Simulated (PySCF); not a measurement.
## CH$_{7}$FN$_{2}$SSi: one change and its effect

System: CH$_{7}$FN$_{2}$SSi.
Method of run 1: TDDFT PBE0/def2-SVP, vertical, gas phase, core orbitals frozen in the response (PySCF 2.14.0).

The geometry comes from this level: PBE0-D3(BJ)/def2-SVP. Text and figures count atoms from 1; the logs count them from 0 in places.

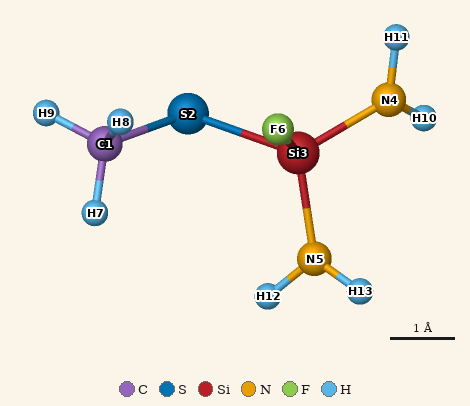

Fig. 1: The structure as given in the input (ball-and-stick view, seen on its broad side; atoms are numbered from 1 in the order of the input). Bond lengths as drawn: C–H 1.10 Å, C–S 1.83 Å, F–Si 1.63 Å, H–N 1.01 Å, N–Si 1.70 Å and S–Si 2.13 Å.

### Input file, run 1
```
{"job": {"kind": "uv", "xc": "PBE0", "basis": "def2-SVP"}, "charge": 0, "multiplicity": 1}
C      2.194298    -0.827512    -0.015176
S      0.517275    -1.462573    -0.357834
Si    -0.669802     0.166276     0.344384
N     -2.245675    -0.254842     0.833658
N     -0.769374     1.360091    -0.866537
F      0.092444     0.688734     1.691053
H      2.486649    -0.050410    -0.735139
H      2.252349    -0.426485     1.004687
H      2.882200    -1.677406    -0.112786
H     -2.986260    -0.329328     0.147858
H     -2.412189    -0.832061     1.648827
H     -0.126747     1.367399    -1.647380
H     -1.212794     2.257091    -0.707775
```

The first line tells a small driver script what to run in PySCF; the rest is the geometry in Å.

Launched with:
```bash
OMP_NUM_THREADS=1 python <driver script> task.json out
```

Hardware: 1 CPU thread, shared host.

### Output (run 1)
```
coarse grid: 11888 points
cycle   1  E = -938.3789190909  dE =  4.660e-01  |g| = 7.121e-01  |ddm| = 3.572e+00
cycle   2  E = -938.3210568267  dE =  5.786e-02  |g| = 9.276e-01  |ddm| = 1.316e+00
cycle   3  E = -938.4775786189  dE = -1.565e-01  |g| = 7.320e-02  |ddm| = 7.508e-01
cycle   4  E = -938.4786449952  dE = -1.066e-03  |g| = 2.578e-02  |ddm| = 1.052e-01
cycle   5  E = -938.4787694268  dE = -1.244e-04  |g| = 8.382e-03  |ddm| = 2.695e-02
cycle   6  E = -938.4787849899  dE = -1.556e-05  |g| = 1.361e-03  |ddm| = 9.691e-03
cycle   7  E = -938.4787854321  dE = -4.422e-07  |g| = 4.062e-04  |ddm| = 2.106e-03
final grid: 106072 points
cycle   8  E = -938.5715241953  dE = -1.574e-05  |g| = 8.857e-03  |ddm| = 2.152e-02
cycle   9  E = -938.5715107272  dE =  1.347e-05  |g| = 1.167e-02  |ddm| = 1.776e-02
cycle  10  E = -938.5715428868  dE = -3.216e-05  |g| = 3.911e-04  |ddm| = 1.019e-02
cycle  11  E = -938.5715429188  dE = -3.203e-08  |g| = 1.547e-04  |ddm| = 5.088e-04
cycle  12  E = -938.5715429228  dE = -4.011e-09  |g| = 5.391e-05  |ddm| = 1.667e-04
cycle  13  E = -938.5715429234  dE = -6.037e-10  |g| = 1.014e-05  |ddm| = 5.762e-05
converged SCF energy = -938.5715429234

Static polarisability (au): isotropic 57.630, principal 47.102 53.713 72.075

Singlet excitations
state   eV       nm        f      main configurations
  1   6.1507    201.6   0.00015   H->L 0.95
  2   6.9122    179.4   0.00932   H->L+1 0.94
  3   7.3976    167.6   0.03549   H-1->L 0.68, H-1->L+1 0.13
  4   7.5091    165.1   0.03584   H-1->L+1 0.68, H-2->L+1 0.12
  5   7.6880    161.3   0.02554   H-2->L+1 0.27, H-1->L 0.19, H->L+2 0.18
  6   7.7396    160.2   0.03049   H->L+2 0.62, H-2->L+1 0.18
  7   7.8662    157.6   0.04399   H-2->L 0.70, H-2->L+1 0.24
  8   8.1768    151.6   0.00790   H->L+3 0.81
  9   8.2949    149.5   0.03345   H-3->L 0.56, H-1->L+2 0.20
 10   8.3256    148.9   0.01445   H-1->L+2 0.50, H-3->L 0.17, H->L+4 0.13

Triplet excitations (Tamm-Dancoff, eV): 5.5613 6.6161 6.8214 6.9755
```

The input of run 2 differs as follows (lines with − go, lines with + come):
```diff
-"basis": "def2-SVP"
+"basis": "aug-cc-pVDZ"
```

Predict how the results change.

The total energy of run 2 is 279.3 kcal/mol lower, which measures the change of basis and not a stability. The HOMO goes from −6.65 to −6.86 eV. The LUMO goes from 1.11 to −0.34 eV. The dipole moment goes from 1.63 to 1.42 D. The lowest excitation goes from 6.15 to 5.50 eV. The strongest computed line goes from 7.87 to 6.31 eV. Diffuse functions give room to the loosely bound empty orbitals, which lowers the LUMO. The SCF takes 14 iterations against 13. The basis functions go from 127 to 209.

### Output (run 2)
```
coarse grid: 11888 points
cycle   1  E = -938.9066980258  dE =  5.285e-01  |g| = 6.952e-01  |ddm| = 7.021e+00
cycle   2  E = -938.8365870031  dE =  7.011e-02  |g| = 9.481e-01  |ddm| = 2.305e+00
cycle   3  E = -939.0028950108  dE = -1.663e-01  |g| = 7.612e-02  |ddm| = 1.215e+00
cycle   4  E = -939.0040850688  dE = -1.190e-03  |g| = 2.743e-02  |ddm| = 1.848e-01
cycle   5  E = -939.0042403468  dE = -1.553e-04  |g| = 8.435e-03  |ddm| = 4.866e-02
cycle   6  E = -939.0042555494  dE = -1.520e-05  |g| = 1.922e-03  |ddm| = 1.617e-02
cycle   7  E = -939.0042564649  dE = -9.155e-07  |g| = 4.892e-04  |ddm| = 4.289e-03
final grid: 106072 points
cycle   8  E = -939.0166904100  dE = -1.888e-05  |g| = 9.309e-03  |ddm| = 8.568e-02
cycle   9  E = -939.0166723395  dE =  1.807e-05  |g| = 1.281e-02  |ddm| = 3.439e-02
cycle  10  E = -939.0167112087  dE = -3.887e-05  |g| = 4.553e-04  |ddm| = 1.939e-02
cycle  11  E = -939.0167112539  dE = -4.520e-08  |g| = 1.838e-04  |ddm| = 1.032e-03
cycle  12  E = -939.0167112593  dE = -5.387e-09  |g| = 7.538e-05  |ddm| = 3.240e-04
cycle  13  E = -939.0167112607  dE = -1.348e-09  |g| = 1.111e-05  |ddm| = 1.266e-04
cycle  14  E = -939.0167112607  dE = -2.501e-11  |g| = 4.406e-06  |ddm| = 2.139e-05
converged SCF energy = -939.0167112607

Static polarisability (au): isotropic 76.435, principal 66.479 72.435 90.390

Singlet excitations
state   eV       nm        f      main configurations
  1   5.5041    225.3   0.00601   H->L 0.57, H->L+1 0.35
  2   5.6730    218.6   0.01569   H->L+1 0.49, H->L 0.40
  3   6.3119    196.4   0.04834   H-1->L 0.79
  4   6.3330    195.8   0.02812   H->L+2 0.73
  5   6.4968    190.8   0.04439   H-2->L 0.67, H->L+2 0.12, H-1->L+1 0.11
  6   6.5819    188.4   0.01266   H->L+3 0.70
  7   6.7704    183.1   0.00714   H-1->L+1 0.63, H-2->L 0.12, H-1->L 0.11
  8   6.8123    182.0   0.00878   H->L+4 0.66
  9   6.9684    177.9   0.01246   H->L+5 0.71, H->L+3 0.12
 10   7.0876    174.9   0.00825   H-2->L+1 0.83

Triplet excitations (Tamm-Dancoff, eV): 5.1674 5.4984 6.0375 6.1182
```

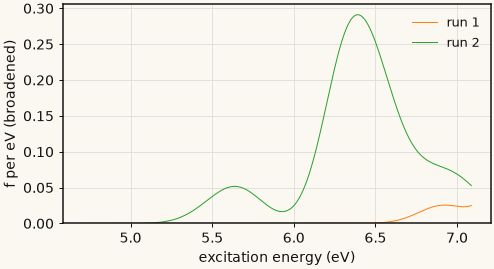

Fig. 2: Absorption of the two runs from their computed states, each broadened by a Gaussian of 0.35 eV full width; the range ends where the shorter list of states ends.

### The two runs side by side

| quantity | run 1 | run 2 |
| --- | --- | --- |
| outcome | converged | converged |
| total energy (hartree) | −938.571543 | −939.016711 |
| HOMO (eV) | −6.65 | −6.86 |
| LUMO (eV) | 1.11 | −0.34 |
| dipole moment (D) | 1.63 | 1.42 |
| lowest excitation (eV) | 6.15 | 5.50 |
| SCF iterations | 13 | 14 |
| strongest computed line (eV) | 7.87 | 6.31 |
| basis functions | 127 | 209 |
| wall time (shared host) | 23 s | 52 s |
